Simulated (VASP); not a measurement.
Band structure of Ag (fcc). Calculation: r2SCAN+rVV10, VASP's PBE PAW potentials (set 64) (plane waves; VASP 6.6.1).

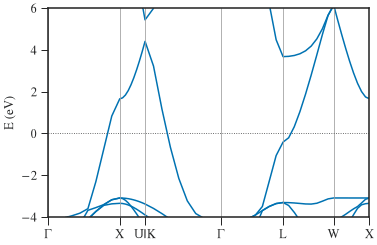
Fig. 1. Bands along high-symmetry lines, zero at the valence-band maximum or, without a gap, the Fermi level

### Question
Read the plot: is there a gap, and where are the band edges?

### Answer
It has no gap at this level: it comes out as a metal or semimetal.

The compound is Ag in the fcc structure. It was relaxed first.
